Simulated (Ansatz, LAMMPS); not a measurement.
# Amorphous 86SiO2-14Al2O3 (mol %) (92 atoms), relaxed: mesh and functional compared

Which bonds does the relaxation leave, and how do the Kohn-Sham gap, forces and pressure change with k-mesh and functional?

Calculated with Ansatz 0.2.0: Kohn-Sham DFT, PBE, PAW (set soft_2), plane waves; cutoff 420 eV, Γ point, fermi-dirac smearing of 0.025 eV.

**The cell**

Density at the start: 2.34 g/cm³. The cell holds 92 atoms: 24 Si, 8 Al and 60 O. Its edges and angles: a = 10.943 Å, b = 10.943 Å, c = 10.943 Å, α = 90.0°, β = 90.0°, γ = 90.0°. 92 atoms (24 Si, 8 Al, 60 O) placed at random at 2.34 g/cm³, melted at 5000 K for 10 ps at fixed volume with the Morse and Coulomb pair potential with partial charges (Pedone, Malavasi, Menziani, Cormack and Segre, J. Phys. Chem. B 110, 11780 (2006)). Quenched from 5000 K to 300 K at 50 K/ps and fixed volume, held 5 ps, then minimised at fixed cell.

Cell and atoms were relaxed with PBE. The walk converged after 31 steps by the program's count, with a largest force component of 0.0322 eV/Å; it began at an r.m.s. force component of 0.76 eV/Å. The edges went from 10.943, 10.943, 10.943 to 11.048, 10.541, 11.014 Å, and the volume from 14.244 to 13.915 Å³ an atom (-2.3 %).

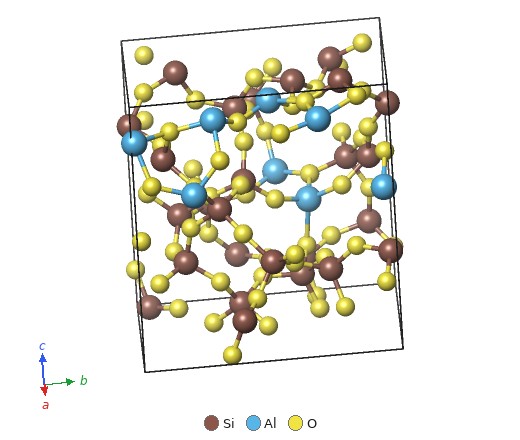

The relaxed cell. Bonds to atoms that aren't drawn are left out. Some periodic images of atoms are drawn too.

The input of the reference single point:

```yaml
crystal:
  lattice:
    - [11.04431, 0.12313, -0.26543]
    - [0.12313, 10.53895, 0.17987]
    - [-0.26543, 0.17987, 11.00922]
  atoms:
    - { symbol: Si, position: [0.43226, 0.63744, 0.17402] }
    - { symbol: Si, position: [0.20427, 0.79773, 0.91267] }
    - { symbol: Si, position: [0.73932, 0.82246, 0.9637] }
    - { symbol: Si, position: [0.84272, 0.52123, 0.33165] }
    [... 86 atom lines left out ...]
    - { symbol: O, position: [0.66408, 0.21597, 0.4418] }
    - { symbol: O, position: [0.1848, 0.69273, 0.48395] }
kpoints:
  mp_grid: { grid: [1, 1, 1] }
hamiltonian:
  xc: pbe
scf:
  occupations: { method: fermi_dirac, width: 0.025 }
output:
  forces: true
  stress: true
  populations: true
  dos:
    method: { smearing: { sigma: 0.08 } }
    de: 0.05
    projected: { site_lists: { Al: [Al], O: [O], Si: [Si] } }
  eigenvalues: true
  write_density: true
  write_potential: true
  volumetric_format: npy
```

**Bonds after relaxation**

Bonds by pair of elements; cutoffs follow the first minimum of g(r), held within bounds set by covalent radii, and pairs that aren't listed don't count as bonded:

| pair A-B | cutoff (Å) | bonds | mean length (Å) | spread (Å) | shortest (Å) | B about A | A about B |
| --- | --- | --- | --- | --- | --- | --- | --- |
| O-Si | 2.12 | 96 | 1.64 | 0.033 | 1.59 | 1.6 | 4 |
| O-Al | 2.38 | 33 | 1.83 | 0.117 | 1.70 | 0.55 | 4.12 |

How many atoms have how many bonded neighbours:

| element | mean | 2 | 3 | 4 | 5 |
| --- | --- | --- | --- | --- | --- |
| Al | 4.12 | 0 | 0 | 7 | 1 |
| O | 2.15 | 51 | 9 | 0 | 0 |
| Si | 4 | 0 | 0 | 24 | 0 |

**Levels of theory**

Single points at the relaxed geometry:

| functional | k-mesh | Kohn-Sham gap (eV) | pressure (GPa) | r.m.s. force component (eV/Å) | SCF cycles | time |
| --- | --- | --- | --- | --- | --- | --- |
| PBE | 1×1×1 | 3.972 | 0.00 | 0.005 | 9 | 18 s |
| PBE | 2×2×2 | 3.975 | 0.01 | 0.007 | 9 | 2.6 min |
| HSE06 | 1×1×1 | 5.699 | -4.83 | 0.188 | 16 | 3.7 min |
| r2SCAN | 1×1×1 | 4.601 | -4.74 | 0.155 | 9 | 40 s |
| PBEsol | 1×1×1 | 3.919 | -2.57 | 0.056 | 10 | 16 s |

The gap is that between the highest filled and lowest empty Kohn-Sham level on the run's k-points. Cutoffs: 420 eV for PBE, HSE06 and PBEsol; 500 eV for r2SCAN. Times come from shared hosts and are rough.

**Findings**

By these cutoffs 88 % of Al atoms have 4, 85 % of O atoms have 2 and 100 % of Si atoms have 4 neighbours. The Kohn-Sham gap is 3.97 eV with PBE on the 1×1×1 mesh and 3.98 eV on 2×2×2. On the 1×1×1 mesh HSE06 changes the gap by +1.73 eV against PBE. Carrying that shift over to the 2×2×2 mesh gives 3.98 + 1.73 = 5.70 eV, an estimate that takes the shift to be alike at all k-points. On the reference's mesh the gap changes with r2SCAN by +0.63 eV and PBEsol by -0.05 eV. Against the reference the pressure changes with HSE06 by -4.8 GPa, r2SCAN by -4.7 GPa and PBEsol by -2.6 GPa; a negative change means a smaller volume than PBE would take. The denser mesh moves the energy by -0.7 meV/atom and the pressure by +0.01 GPa.

Limits: All single points share the geometry relaxed with PBE. The volume changed by -2.3 % on relaxing; in so small a cell, on this mesh and at this cutoff, the relaxed density is rough. One sample; tail or defect levels can set the gap of a disordered cell. The quench rate of 50 K/ps is many orders above laboratory rates, so the cell is likely richer in defects and strain than a real sample. The network of bonds at the start is that of the classical potential that made the cell, and needn't be the one that DFT or experiment would give. In some runs the program notes that the exchange-correlation potential is rough where the density is thin, it cut back its work space to fit the memory limit, the exchange threshold is loose for the stress and the SCF threshold is loose for the stress.

[Logs are printed without paths, hosts, clocks, repeated set-up lines and the standing remarks that a program may print on its own settings, such as how far it seeks lower states.]

[Hosts, paths, dates, database ids (printed as entryN), source tags and the programs' standing remarks are cut or masked in the printed files.]
